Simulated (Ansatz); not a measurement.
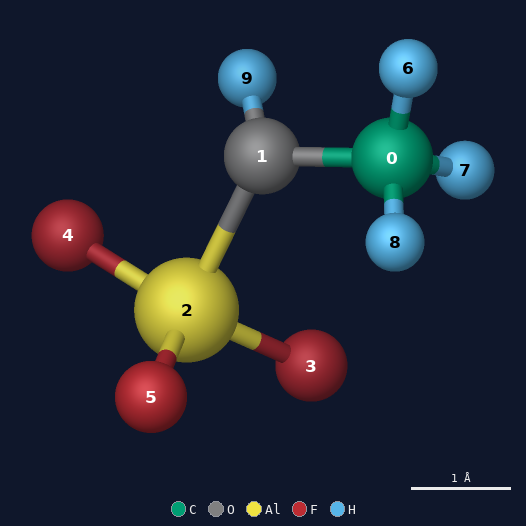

Starting geometry of the run. Atoms are numbered from 0, in the order of the input.

Input file:

```yaml
crystal:
  periodic: [false, false, false]
  atoms:
    - {symbol: C, position_ang: [0.342673, -1.127691, 0.766669]}
    - {symbol: O, position_ang: [0.707516, 0.034431, -0.002014]}
    - {symbol: Al, position_ang: [-0.625343, 1.224942, -0.670139]}
    - {symbol: F, position_ang: [-1.730621, 0.147112, -1.267963]}
    - {symbol: F, position_ang: [0.336761, 1.992519, -1.774751]}
    - {symbol: F, position_ang: [-1.088663, 2.020574, 0.698426]}
    - {symbol: H, position_ang: [1.236981, -1.543688, 1.228072]}
    - {symbol: H, position_ang: [-0.154833, -1.859000, 0.130321]}
    - {symbol: H, position_ang: [-0.340660, -0.778923, 1.537379]}
    - {symbol: H, position_ang: [1.399289, -0.161378, -0.642999]}
basis:
  gaussian: {orbitals: def2-TZVPD, final_grid: {core_spheres: 20, valence_spheres: 16, degree: 47}}
hamiltonian: {xc: {name: B2GP-PLYP}}
output: {forces: true}
```

Command:

```sh
ansatz run in.yaml --threads 4 --pin off --events-out ev --progress --plain --max-ram 10444MiB
```

Result:

```
Functional definition: B2GP-PLYP
  name "B2GP-PLYP"
  cite "Karton, Tarnopolsky, Lamère, Schatz & Martin, J. Phys. Chem. A 112, 12868 (2008) doi:10.1021/jp801805p"
  cite "Becke, Phys. Rev. A 38, 3098 (1988) doi:10.1103/PhysRevA.38.3098"
  cite "Lee, Yang & Parr, Phys. Rev. B 37, 785 (1988) doi:10.1103/PhysRevB.37.785"
  parameter a = 0.65
  parameter c = 0.36
  exchange = (1 - a)*b88_x + a*exact_x
  correlation = (1 - c)*lyp_c + c*(mp2_os + mp2_ss)
1830 factors; integrals over basis functions are off by at most 7.9e-4 eV
mean field evaluation 1: about -17877.4249 eV, gradient 6.2e1 eV
mean field evaluation 2: about -17877.5102 eV, gradient 6.2e1 eV
mean field evaluation 4: about -17883.1860 eV, gradient 2.8e0 eV
mean field evaluation 8: about -17883.2216 eV, gradient 1.4e-1 eV
mean field evaluation 16: about -17883.2217 eV, gradient 1.7e-5 eV
mean field -17883.22168437 eV, -657.1962752176 hartree, gradient 4.2e-6 eV, S^2 0.000000; 0 other end points of the search recorded, 0 dependent functions left out
10 core orbitals not correlated: weight in the atoms' cores, before any rotation towards them, 1.000 or more for the frozen orbitals, at most 0.000 for the correlated occupied ones
reference -17883.22182803 eV, -657.1962804969 hartree; 19, 19 occupied and 247, 247 virtual orbitals, 1830 factors
second order -38.49954984 eV of doubles, -0.00000000 eV of singles
the calculation of the forces begins
Total energy: -17897.08166597 eV, -657.7056201468 hartree
Atom 0 at     0.342673    -1.127691     0.766669 Å, force    -0.097769    -0.298230     0.234641 eV/Å
Atom 1 at     0.707516     0.034431    -0.002014 Å, force    -0.002657     0.161959    -0.125203 eV/Å
Atom 2 at    -0.625343     1.224942    -0.670139 Å, force     0.037861    -0.008748     0.007873 eV/Å
Atom 3 at    -1.730621     0.147112    -1.267963 Å, force    -0.039969    -0.032620    -0.016411 eV/Å
Atom 4 at     0.336761     1.992519    -1.774751 Å, force     0.026471     0.034755    -0.040597 eV/Å
Atom 5 at    -1.088663     2.020574     0.698426 Å, force    -0.017780     0.028258     0.044123 eV/Å
Atom 6 at     1.236981    -1.543688     1.228072 Å, force    -0.110683     0.053167    -0.068843 eV/Å
Atom 7 at    -0.154833    -1.859000     0.130321 Å, force     0.074481     0.096000     0.074321 eV/Å
Atom 8 at    -0.340660    -0.778923     1.537379 Å, force     0.086604    -0.038842    -0.095871 eV/Å
Atom 9 at     1.399289    -0.161378    -0.642999 Å, force     0.043441     0.004302    -0.014035 eV/Å
Dipole moment:     0.734052    -0.967117     0.367239 e Å
```

The calculation finished and met its thresholds.
